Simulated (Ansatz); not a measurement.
## Electronic structure of B2FH5Si (SMILES BB[SiH2]F) in real space

```yaml
atoms:
  - { symbol: B, position_ang: [-0.7761, 1.0974, -1.1537] }
  - { symbol: B, position_ang: [0.4406, 0.6807, -0.1794] }
  - { symbol: Si, position_ang: [0.4259, -1.0378, 0.8858] }
  - { symbol: F, position_ang: [-1.0038, -1.9688, 0.6286] }
  - { symbol: H, position_ang: [-0.8296, 0.7608, -2.3153] }
  - { symbol: H, position_ang: [-1.7294, 1.7283, -0.7532] }
  - { symbol: H, position_ang: [1.4452, 1.3278, 0.0095] }
  - { symbol: H, position_ang: [1.6107, -1.9046, 0.4871] }
  - { symbol: H, position_ang: [0.5051, -0.7300, 2.3734] }
```

The calculation used RKS PBE-D4/6-31G in Ansatz.

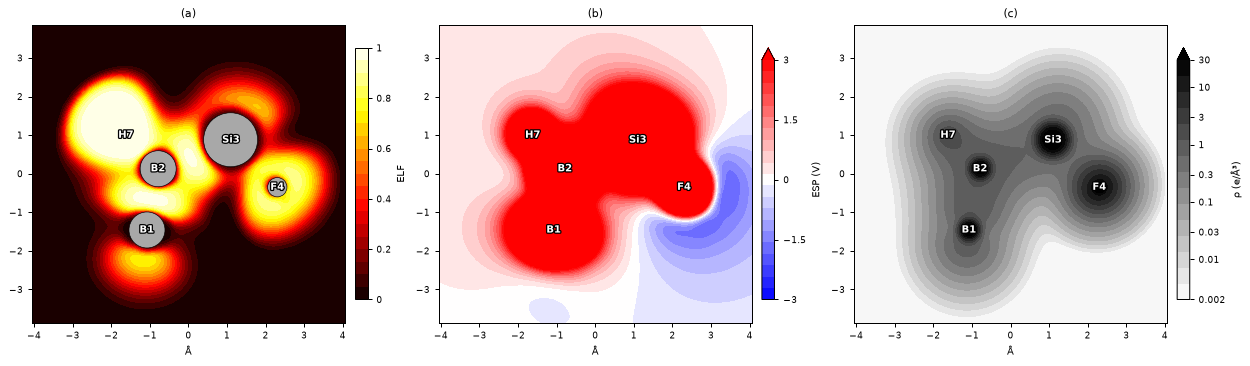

Figure 1. (a) ELF; (b) electrostatic potential; (c) electron density on the plane of atoms B2, Si3 and F4. Grey discs cover the atomic cores in the ELF map.

**What do the fields say about this system?**

- Atoms in the plane: B, Si, F and H.
- B–B (1.61 Å): the density is about 1.2 e/Å³ at the midpoint; the ELF peaks at about 1 between the atoms (localised, covalent bonding).
- Si–F (1.73 Å): ρ at the midpoint is about 0.74 e/Å³; the ELF peaks at about 0.80 in the valence shell of F, 0.6 Å from its nucleus, and is about 0.50 at the midpoint.
- Si–B (2.02 Å): ρ is about 0.68 e/Å³ halfway; the ELF peaks at about 0.95 between the atoms, as expected for a covalent bond.
- B–H (1.21 Å): the density is about 1.1 e/Å³ at the midpoint; the ELF climbs to about 1 towards the hydrogen, as it does in any bond to H (a covalent bond by its length).
- The ELF also peaks beside F4, away from the bonds: lone-pair regions.
- Outside the dense part of the molecule the potential is most negative (−1.9 V) near F4.

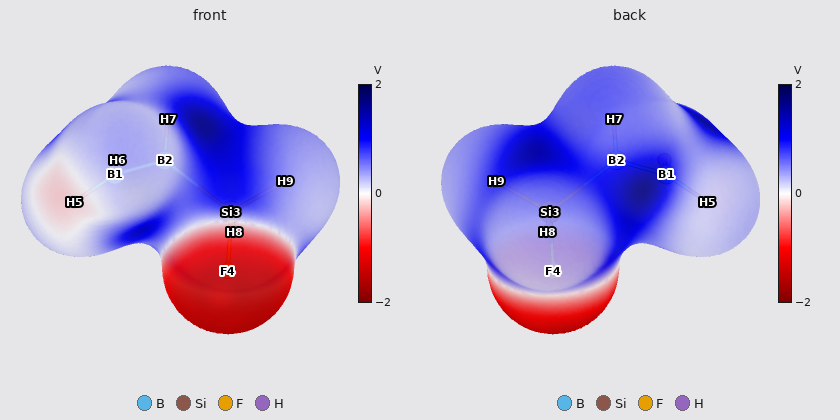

Figure 2. The molecular electrostatic potential painted on the density surface at 0.002 e/bohr³, seen from the front and from behind; the colour scale runs from red (negative) to blue (positive).

**Describe the electrostatic potential map.**

The most negative region (about −1.5 V, or −35 kcal/mol for a unit charge) lies over F4, the most positive (about +1.6 V, or +37 kcal/mol for a unit charge) over B2.

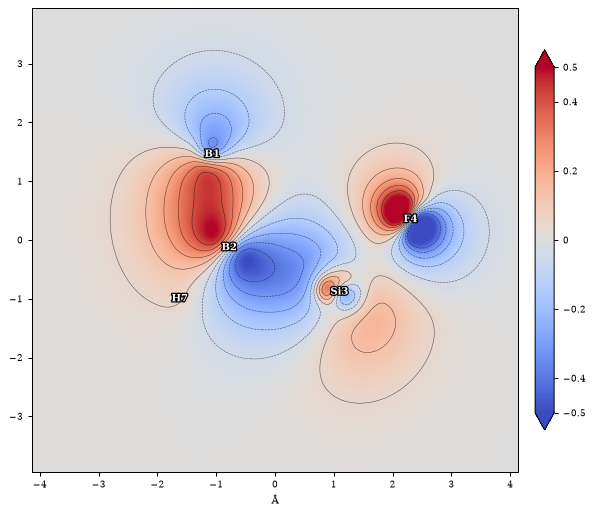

Figure 3. The HOMO on the plane of atoms B1, B2 and H7 (values in Å⁻³ᐟ²; the overall sign is arbitrary).

**Describe this orbital and give its energy.**

Its weight (Hirshfeld) is mainly on B2 (about 30 %), Si3 (about 20 %), B1 (about 20 %) and F4 (about 15 %). Its energy is −6.93 eV.

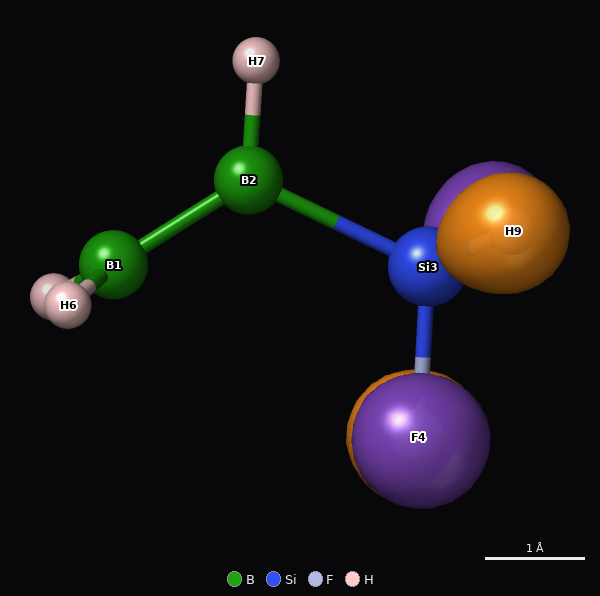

Figure 4. The HOMO−1 at ±0.2 Å⁻³ᐟ² (orange and purple are the two phases), seen across its widest extent.

**What is the character of this orbital?**

By Hirshfeld shares it lies mainly on F4 (about 60 %), Si3 (about 15 %), H8 (about 10 %) and H9 (about 10 %). Its energy is −7.85 eV.
